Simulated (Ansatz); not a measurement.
Start from C in the graphite type structure (space group P6_3/mmc, No. 194; a = 2.4583 Å, c = 6.5635 Å; layered, stacked along the Cartesian z axis). Axes: x lies along a and z along c of the hexagonal cell.

Structures relaxed with Ansatz (a program for electronic structure) PBEsol-D3(BJ), scalar-relativistic without spin-orbit coupling.

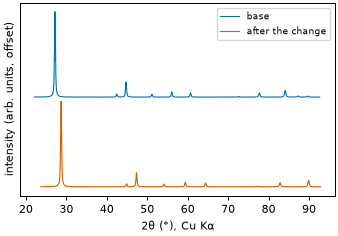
Figure. Simulated powder patterns before (top) and after one change

Question: Name the change that was made.
A) uniaxial strain ε_xx = −0.93 %
B) biaxial strain +4.90 %, plane normal [001], relaxed out of plane
C) isotropic strain −5.18 %
D) uniaxial strain ε_yy = +3.42 %

Answer: C, isotropic strain −5.18 %. Its volume per atom is 7.32 Å³ against 8.59 Å³, and its space group is P6_3/mmc (No. 194).

Whether these cells are dynamically stable was not tested.
